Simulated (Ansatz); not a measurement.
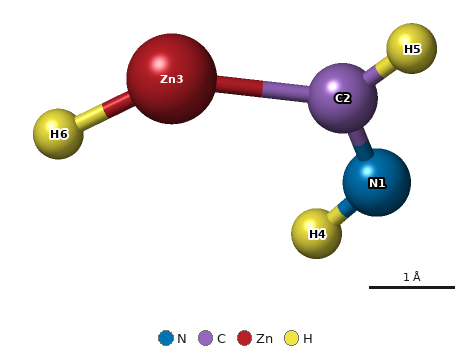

*The structure as given in the input (ball-and-stick view, seen at a tilt; atoms are numbered from 1 in the order of the input). Sticks mark near contacts.*

Bond lengths as drawn: C–H 1.09 Å, C–N 1.26 Å, C–Zn 2.04 Å, H–N 1.03 Å and H–Zn 1.56 Å.

**Run report: CH3NZn, geometry relaxation**

CH3NZn, SMILES N=[CH][ZnH], computed with RKS PBE0-D4/def2-TZVP (Ansatz 0.2.0).

Figures and captions count atoms from 1; the log counts them from 0 in places.

Log:
```
Functional definition: PBE0
  name "PBE0"
  cite "Adamo & Barone, J. Chem. Phys. 110, 6158 (1999) doi:10.1063/1.478522"
  cite "Perdew, Burke & Ernzerhof, Phys. Rev. Lett. 77, 3865 (1996) doi:10.1103/PhysRevLett.77.3865"
  parent pbe
  parameter a = 0.25
  parameter kappa = 0.804
  parameter beta = 0.06672455060314922
  exchange = (1 - a)*pbe_x(kappa = kappa, mu = beta*pi^2/3) + a*exact_x
  correlation = pbe_c(beta = beta)
1008 factors; their error is unknown
mean field evaluation 1: about -50977.2094 eV, gradient 6.4e1 eV
mean field evaluation 2: about -50923.8104 eV, gradient 1.5e2 eV
mean field evaluation 4: about -50984.2325 eV, gradient 1.9e1 eV
mean field evaluation 8: about -50984.8477 eV, gradient 6.0e-2 eV
mean field evaluation 16: about -50984.9309 eV, gradient 6.8e-5 eV
mean field -50984.93085856 eV, -1873.6616502246 hartree, gradient 6.8e-5 eV, S^2 0.000000; 0 other end points of the search recorded, 0 dependent functions left out
the calculation of the forces begins
reference -50984.93088911 eV, -1873.6616513473 hartree; 23, 23 occupied and 105, 105 virtual orbitals, 1008 factors
relax step   1: F+E_penalty+E_count = -50985.00364434 eV  Δ(F+E_penalty+E_count) = +0.000e0 eV  max|allowed force component| = 9.190e-1 eV/Å  Δτ_max = 0.0000 Å  (27 SCF iters, accepted)
these checks for a lower state are left out or cut short: starts, cluster_reference, orbital_swaps, neighbouring_geometries, increment
1008 factors; their error is unknown
mean field -50985.08321599 eV, -1873.6672492572 hartree, gradient 2.2e-5 eV, S^2 0.000000; 0 other end points of the search recorded, 0 dependent functions left out
the calculation of the forces begins
reference -50985.08324645 eV, -1873.6672503763 hartree; 23, 23 occupied and 105, 105 virtual orbitals, 1008 factors
relax step   2: F+E_penalty+E_count = -50985.15547810 eV  Δ(F+E_penalty+E_count) = -1.518e-1 eV  max|allowed force component| = 5.574e-1 eV/Å  Δτ_max = 0.1770 Å  (30 SCF iters, accepted)
these checks for a lower state are left out or cut short: starts, cluster_reference, orbital_swaps, neighbouring_geometries, increment
1008 factors; their error is unknown
mean field -50985.14850927 eV, -1873.6696487409 hartree, gradient 1.3e-5 eV, S^2 0.000000; 0 other end points of the search recorded, 0 dependent functions left out
the calculation of the forces begins
reference -50985.14853967 eV, -1873.6696498580 hartree; 23, 23 occupied and 105, 105 virtual orbitals, 1008 factors
relax step   3: F+E_penalty+E_count = -50985.22041551 eV  Δ(F+E_penalty+E_count) = -6.494e-2 eV  max|allowed force component| = 6.363e-1 eV/Å  Δτ_max = 0.1948 Å  (32 SCF iters, accepted)
these checks for a lower state are left out or cut short: starts, cluster_reference, orbital_swaps, neighbouring_geometries, increment
1008 factors; their error is unknown
mean field evaluation 32: about -50985.0971 eV, gradient 1.2e-1 eV
mean field -50985.17634960 eV, -1873.6706718541 hartree, gradient 1.8e-5 eV, S^2 0.000000; 0 other end points of the search recorded, 0 dependent functions left out
the calculation of the forces begins
reference -50985.17638006 eV, -1873.6706729734 hartree; 23, 23 occupied and 105, 105 virtual orbitals, 1008 factors
relax step   4: F+E_penalty+E_count = -50985.24809860 eV  Δ(F+E_penalty+E_count) = -2.768e-2 eV  max|allowed force component| = 3.919e-1 eV/Å  Δτ_max = 0.0694 Å  (31 SCF iters, accepted)
these checks for a lower state are left out or cut short: starts, cluster_reference, orbital_swaps, neighbouring_geometries, increment
1008 factors; their error is unknown
mean field -50985.17091302 eV, -1873.6704720632 hartree, gradient 1.0e-5 eV, S^2 0.000000; 0 other end points of the search recorded, 0 dependent functions left out
the calculation of the forces begins
reference -50985.17094348 eV, -1873.6704731826 hartree; 23, 23 occupied and 105, 105 virtual orbitals, 1008 factors
relax step   5: F+E_penalty+E_count = -50985.24236914 eV  Δ(F+E_penalty+E_count) = +5.729e-3 eV  max|allowed force component| = 1.011e0 eV/Å  Δτ_max = 0.1802 Å  (38 SCF iters, rejected (line search))
these checks for a lower state are left out or cut short: starts, cluster_reference, orbital_swaps, neighbouring_geometries, increment
1008 factors; their error is unknown
mean field -50985.20372565 eV, -1873.6716779052 hartree, gradient 2.3e-5 eV, S^2 0.000000; 0 other end points of the search recorded, 0 dependent functions left out
the calculation of the forces begins
reference -50985.20375614 eV, -1873.6716790256 hartree; 23, 23 occupied and 105, 105 virtual orbitals, 1008 factors
relax step   6: F+E_penalty+E_count = -50985.27517948 eV  Δ(F+E_penalty+E_count) = -2.708e-2 eV  max|allowed force component| = 3.334e-1 eV/Å  Δτ_max = 0.0864 Å  (31 SCF iters, accepted)
these checks for a lower state are left out or cut short: starts, cluster_reference, orbital_swaps, neighbouring_geometries, increment
1008 factors; their error is unknown
mean field -50985.20659151 eV, -1873.6717832238 hartree, gradient 1.2e-5 eV, S^2 0.000000; 0 other end points of the search recorded, 0 dependent functions left out
the calculation of the forces begins
reference -50985.20662198 eV, -1873.6717843434 hartree; 23, 23 occupied and 105, 105 virtual orbitals, 1008 factors
relax step   7: F+E_penalty+E_count = -50985.27777248 eV  Δ(F+E_penalty+E_count) = -2.593e-3 eV  max|allowed force component| = 1.583e-1 eV/Å  Δτ_max = 0.0453 Å  (33 SCF iters, accepted)
these checks for a lower state are left out or cut short: starts, cluster_reference, orbital_swaps, neighbouring_geometries, increment
1008 factors; their error is unknown
mean field evaluation 64: about -50985.2086 eV, gradient 4.3e-3 eV
mean field -50985.20856262 eV, -1873.6718556605 hartree, gradient 1.1e-5 eV, S^2 0.000000; 0 other end points of the search recorded, 0 dependent functions left out
the calculation of the forces begins
reference -50985.20859308 eV, -1873.6718567801 hartree; 23, 23 occupied and 105, 105 virtual orbitals, 1008 factors
relax step   8: F+E_penalty+E_count = -50985.27980868 eV  Δ(F+E_penalty+E_count) = -2.036e-3 eV  max|allowed force component| = 2.767e-2 eV/Å  Δτ_max = 0.0189 Å  (33 SCF iters, accepted)
these checks for a lower state are left out or cut short: starts, cluster_reference, orbital_swaps, neighbouring_geometries, increment
1008 factors; their error is unknown
mean field -50985.20864071 eV, -1873.6718585303 hartree, gradient 1.1e-5 eV, S^2 0.000000; 0 other end points of the search recorded, 0 dependent functions left out
the calculation of the forces begins
reference -50985.20867117 eV, -1873.6718596497 hartree; 23, 23 occupied and 105, 105 virtual orbitals, 1008 factors
relax step   9: F+E_penalty+E_count = -50985.27987472 eV  Δ(F+E_penalty+E_count) = -6.604e-5 eV  max|allowed force component| = 1.002e-2 eV/Å  Δτ_max = 0.0064 Å  (35 SCF iters, accepted)
these checks for a lower state are left out or cut short: starts, cluster_reference, orbital_swaps, neighbouring_geometries, increment
1008 factors; their error is unknown
mean field -50985.20865410 eV, -1873.6718590225 hartree, gradient 1.1e-5 eV, S^2 0.000000; 0 other end points of the search recorded, 0 dependent functions left out
the calculation of the forces begins
reference -50985.20868456 eV, -1873.6718601419 hartree; 23, 23 occupied and 105, 105 virtual orbitals, 1008 factors
relax step  10: F+E_penalty+E_count = -50985.27989098 eV  Δ(F+E_penalty+E_count) = -1.625e-5 eV  max|allowed force component| = 6.536e-3 eV/Å  Δτ_max = 0.0019 Å  (34 SCF iters, accepted)
these checks for a lower state are left out or cut short: starts, cluster_reference, orbital_swaps, neighbouring_geometries, increment
1008 factors; their error is unknown
mean field -50985.20866132 eV, -1873.6718592878 hartree, gradient 1.1e-5 eV, S^2 0.000000; 0 other end points of the search recorded, 0 dependent functions left out
the calculation of the forces begins
reference -50985.20869178 eV, -1873.6718604071 hartree; 23, 23 occupied and 105, 105 virtual orbitals, 1008 factors
relax step  11: F+E_penalty+E_count = -50985.27989438 eV  Δ(F+E_penalty+E_count) = -3.407e-6 eV  max|allowed force component| = 1.276e-3 eV/Å  Δτ_max = 0.0007 Å  (35 SCF iters, accepted)
1008 factors; their error is unknown
mean field evaluation 96: about -50935.2915 eV, gradient 1.5e2 eV
```

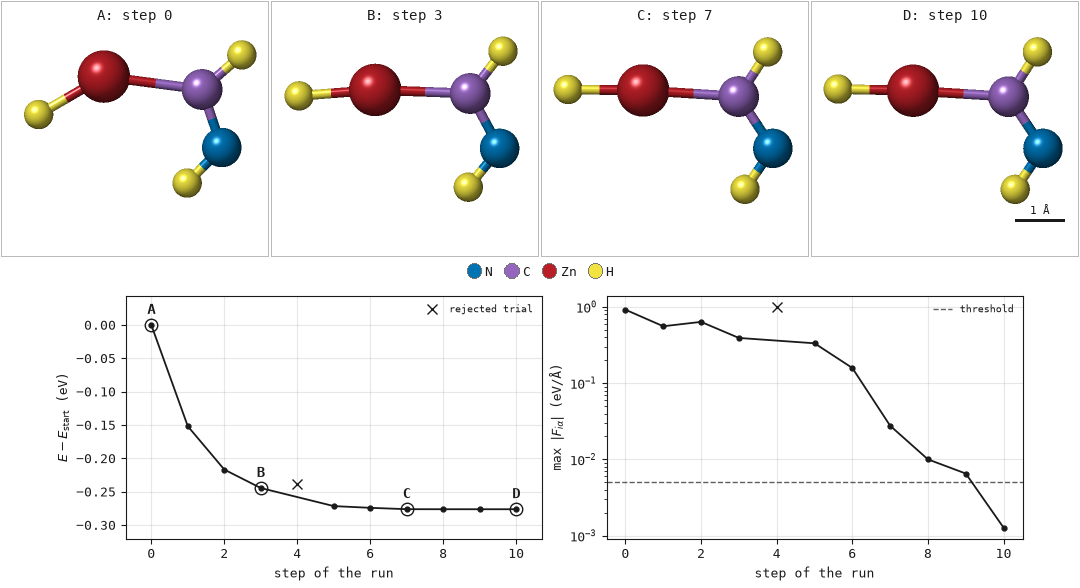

*Frames of the relaxation (ball-and-stick view, seen on its broad side) above the curves, on which the letters mark them (the first geometry is step 0 here and step 1 in the log).*

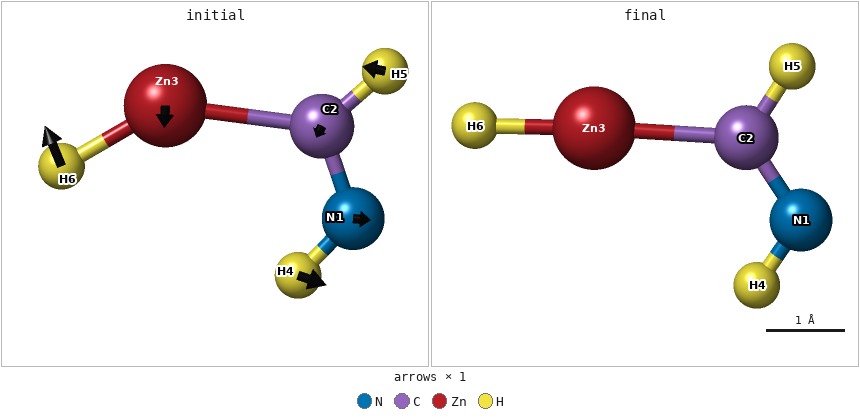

*Before (left) and after (right) the relaxation, at one scale (ball-and-stick view, seen on its broad side). The black arrows give the displacements, at true length.*

The largest move after the best rigid fit is that of H6, 0.57 Å. Largest moves by element: H 0.57 Å, Zn 0.29 Å, N 0.23 Å, C 0.16 Å. Distances before and after: C2–Zn3 2.037 → 1.969 Å, N1–C2 1.257 → 1.274 Å, Zn3–H6 1.557 → 1.543 Å, C2–H5 1.088 → 1.099 Å. Among the angles that change: C2–Zn3–H6 142.4° → 177.7°, Zn3–C2–H5 131.7° → 119.5°, N1–C2–Zn3 115.9° → 126.9°. Over 10 geometry steps the energy falls by 0.276 eV. The largest force component goes from 0.92 to 0.0013 eV/Å. The line search rejected the trial step at point 4 (counted from 0) and went back. (Atoms are counted from 1 in the order of the input.)

```
mean field -50985.20866132 eV, -1873.6718592878 hartree, gradient 1.1e-5 eV, S^2 0.000000; 1 other end points of the search recorded, 0 dependent functions left out
the calculation of the forces begins
reference -50985.20869178 eV, -1873.6718604071 hartree; 23, 23 occupied and 105, 105 virtual orbitals, 1008 factors
Total energy: -50985.27992484 eV, -1873.6744781740 hartree
Atom 0 at    -0.867984    -0.952296    -0.906733 Å, force     0.000155     0.000186    -0.000261 eV/Å
Atom 1 at    -0.179837     0.100862    -0.706999 Å, force     0.000330     0.001274    -0.000482 eV/Å
Atom 2 at     0.702995     0.636768     0.969020 Å, force     0.000552    -0.000230     0.000487 eV/Å
Atom 3 at    -0.929905    -1.537048    -0.071254 Å, force    -0.000185    -0.000071    -0.000178 eV/Å
Atom 4 at    -0.098710     0.747012    -1.592704 Å, force    -0.000525    -0.001276     0.000789 eV/Å
Atom 5 at     1.373441     1.004703     2.308670 Å, force    -0.000327     0.000118    -0.000355 eV/Å
Dipole moment:     0.186618     0.169218     0.257198 e Å
```

Trajectory as extended XYZ (Å, eV, eV/Å), 11 frames, from step=1 to step=11:
```
6
Properties=species:S:1:pos:R:3:forces:R:3 step=1 energy=-50985.00364
N    -0.7612   -0.8889   -0.7105   -0.5164  -0.9190   0.0896
C    -0.1592    0.2085   -0.8285    0.5832   0.7568   0.4206
Zn    0.7964    0.8833    0.8394   -0.6043  -0.8203  -0.4065
H    -0.7257   -1.3449    0.2074    0.1556   0.2503   0.0094
H    -0.2472    0.6244   -1.8305    0.1674   0.3678  -0.1416
H     1.0969    0.5176    2.3228    0.2144   0.3645   0.0284
6
Properties=species:S:1:pos:R:3:forces:R:3 step=2 energy=-50985.15548
N    -0.7914   -0.9058   -0.7521   -0.3435  -0.4889  -0.2340
C    -0.1658    0.1922   -0.8324    0.3528   0.3231   0.5574
Zn    0.7376    0.7604    0.8641   -0.1418  -0.3321   0.0881
H    -0.7537   -1.3713    0.1597    0.0869   0.1787  -0.0158
H    -0.2193    0.6688   -1.8176    0.0876   0.1073   0.0714
H     1.1926    0.6557    2.3784   -0.0420   0.2119  -0.4671
6
Properties=species:S:1:pos:R:3:forces:R:3 step=3 energy=-50985.22042
N    -0.8153   -0.9378   -0.8166   -0.0755   0.1967  -0.2901
C    -0.1777    0.1705   -0.7876   -0.0709  -0.3756   0.1364
Zn    0.6885    0.6557    0.8984    0.3097   0.2476   0.6363
H    -0.8270   -1.4333    0.0799    0.0873   0.1113  -0.0684
H    -0.1597    0.7214   -1.7430   -0.0141  -0.1234   0.2101
H     1.2913    0.8235    2.3689   -0.2365  -0.0565  -0.6244
6
Properties=species:S:1:pos:R:3:forces:R:3 step=4 energy=-50985.24810
N    -0.8610   -0.9253   -0.8355    0.2041   0.1003  -0.1693
C    -0.1482    0.1359   -0.7717   -0.3919  -0.2644   0.1383
Zn    0.6981    0.6370    0.9211    0.3219   0.1637   0.3322
H    -0.8441   -1.4724    0.0315   -0.0222   0.1428  -0.0829
H    -0.1503    0.7362   -1.6950    0.0518  -0.0877   0.1285
H     1.3054    0.8886    2.3496   -0.1637  -0.0548  -0.3469
6
Properties=species:S:1:pos:R:3:forces:R:3 step=5 energy=-50985.24237 accepted=F
N    -0.8678   -0.9510   -0.8899   -0.7635  -0.5349  -1.0105
C    -0.1793    0.0812   -0.7060    0.7536   0.8445   0.6491
Zn    0.7323    0.6313    0.9377   -0.0415  -0.0209   0.2511
H    -0.9488   -1.5562   -0.0889    0.1140  -0.2302   0.5135
H    -0.0863    0.7717   -1.5467   -0.1484  -0.0837  -0.4260
H     1.3499    1.0230    2.2937    0.0858   0.0251   0.0227
6
Properties=species:S:1:pos:R:3:forces:R:3 step=6 energy=-50985.27518
N    -0.8576   -0.9491   -0.8830    0.1674   0.2162   0.0674
C    -0.1838    0.1271   -0.7247   -0.0999  -0.3334  -0.1030
Zn    0.6977    0.6463    0.9534    0.0081   0.0390   0.0207
H    -0.8958   -1.5099   -0.0267   -0.0312   0.0720  -0.0709
H    -0.1097    0.7367   -1.6386   -0.0420  -0.0003   0.1086
H     1.3492    0.9489    2.3196   -0.0024   0.0065  -0.0228
6
Properties=species:S:1:pos:R:3:forces:R:3 step=7 energy=-50985.27777
N    -0.8648   -0.9510   -0.8994    0.0500   0.0768  -0.0077
C    -0.1826    0.1113   -0.7165   -0.0256  -0.1583   0.0320
Zn    0.7032    0.6425    0.9636    0.0456   0.0391   0.1029
H    -0.9202   -1.5299   -0.0591    0.0009   0.0328   0.0074
H    -0.1063    0.7395   -1.6143   -0.0003   0.0443   0.0190
H     1.3707    0.9876    2.3259   -0.0706  -0.0347  -0.1537
6
Properties=species:S:1:pos:R:3:forces:R:3 step=8 energy=-50985.27981
N    -0.8666   -0.9516   -0.9039   -0.0183  -0.0277   0.0015
C    -0.1793    0.1026   -0.7091    0.0141   0.0237   0.0011
Zn    0.7050    0.6405    0.9658   -0.0073  -0.0133   0.0083
H    -0.9275   -1.5349   -0.0670    0.0057   0.0095  -0.0059
H    -0.1013    0.7457   -1.5972    0.0032   0.0013   0.0021
H     1.3697    0.9977    2.3115    0.0025   0.0065  -0.0071
6
Properties=species:S:1:pos:R:3:forces:R:3 step=9 energy=-50985.27988
N    -0.8678   -0.9522   -0.9057    0.0072   0.0054  -0.0100
C    -0.1801    0.1017   -0.7077   -0.0019  -0.0074   0.0074
Zn    0.7022    0.6386    0.9688    0.0024  -0.0063  -0.0021
H    -0.9291   -1.5370   -0.0703   -0.0008   0.0065   0.0047
H    -0.0987    0.7465   -1.5943   -0.0046  -0.0009   0.0018
H     1.3735    1.0024    2.3093   -0.0024   0.0027  -0.0017
6
Properties=species:S:1:pos:R:3:forces:R:3 step=10 energy=-50985.27989
N    -0.8673   -0.9524   -0.9067   -0.0051  -0.0013   0.0023
C    -0.1799    0.1011   -0.7069   -0.0005   0.0005  -0.0065
Zn    0.7030    0.6369    0.9687    0.0015   0.0015   0.0060
H    -0.9301   -1.5368   -0.0709    0.0030   0.0004  -0.0022
H    -0.0989    0.7469   -1.5929    0.0014  -0.0011   0.0018
H     1.3733    1.0042    2.3087   -0.0003   0.0001  -0.0015
6
Properties=species:S:1:pos:R:3:forces:R:3 step=11 energy=-50985.27989
N    -0.8680   -0.9523   -0.9067    0.0002   0.0002  -0.0003
C    -0.1798    0.1009   -0.7070    0.0003   0.0013  -0.0005
Zn    0.7030    0.6368    0.9690    0.0006  -0.0002   0.0005
H    -0.9299   -1.5370   -0.0713   -0.0002  -0.0001  -0.0002
H    -0.0987    0.7470   -1.5927   -0.0005  -0.0013   0.0008
H     1.3734    1.0047    2.3087   -0.0003   0.0001  -0.0004
```

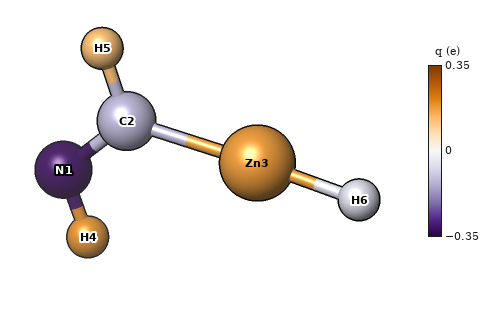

*Mulliken charges, as the colour of each atom (ball-and-stick view, seen at an oblique angle; atoms are numbered from 1 in the order of the input).*

By element: N −0.33, C −0.12, Zn +0.17 and H −0.05 to +0.20 e.

This output came from the following input.

Input:
```yaml
crystal:
  periodic: [false, false, false]
  atoms:
    - {symbol: N, position_ang: [-0.761220, -0.888860, -0.710530]}
    - {symbol: C, position_ang: [-0.159200, 0.208510, -0.828510]}
    - {symbol: Zn, position_ang: [0.796440, 0.883270, 0.839370]}
    - {symbol: H, position_ang: [-0.725720, -1.344940, 0.207390]}
    - {symbol: H, position_ang: [-0.247160, 0.624400, -1.830510]}
    - {symbol: H, position_ang: [1.096860, 0.517620, 2.322790]}
basis:
  gaussian: {orbitals: def2-TZVP}
hamiltonian: {xc: pbe0, dispersion: d4}
relax: {f_tol: 0.005, max_steps: 200}
```

Launch command:
```bash
ansatz run in.yaml --threads 2 --pin off --events-out ev --progress --plain --max-ram 4352MiB
```

Key numbers:

- outcome: converged
- total energy: −50985.2799 eV
- mean-field energy: −50985.2087 eV
- dispersion energy: −0.0712 eV
- SCF solution under orbital rotations: stable
- largest force (length of the vector) at the end: 0.002 eV/Å
- dipole moment: 1.73 D
- hardware: 2 threads of Arm Neoverse V1, 23 GiB of memory available, shared host
- wall time: 32 s (CPU time 62 s)
- peak memory: 0.25 GiB
